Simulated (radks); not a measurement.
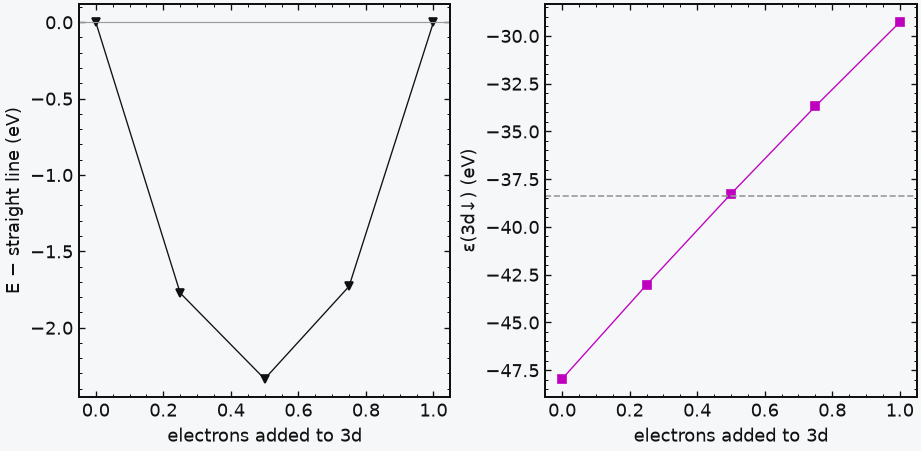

Method: non-relativistic Kohn-Sham, PBE, spin-polarised, spherical densities, point nucleus; computed with the in-house radial solver radks. The occupation of the 3d shell is varied from Cu³⁺ ([Ar] 3d8 (high spin)) to Cu²⁺ ([Ar] 3d9 (high spin)), with spherical fractional occupations. The plot shows the total energy less the straight line between the end points, and the eigenvalue of 3d↓ (the dashed line is minus the energy to take the whole electron out).

Is the energy convex or concave in the occupation, and by how much?

The curve is convex (below the straight line), with the largest deviation among the points computed, −2.34 eV, at 0.5. The end points differ by 38.4 eV, the energy to take the electron out. The eigenvalue, which is the slope of the energy (Janak's theorem), moves from −48.0 eV at 0 to −29.3 eV at 1; for a straight line it would stay constant, and a parabola would sag by an eighth of this change, scaled to a whole electron, 2.33 eV. Convexity is the mark of the delocalisation error, which puts fractional charges too low; for p, d and f shells the spherical spreading of the fraction adds to it.
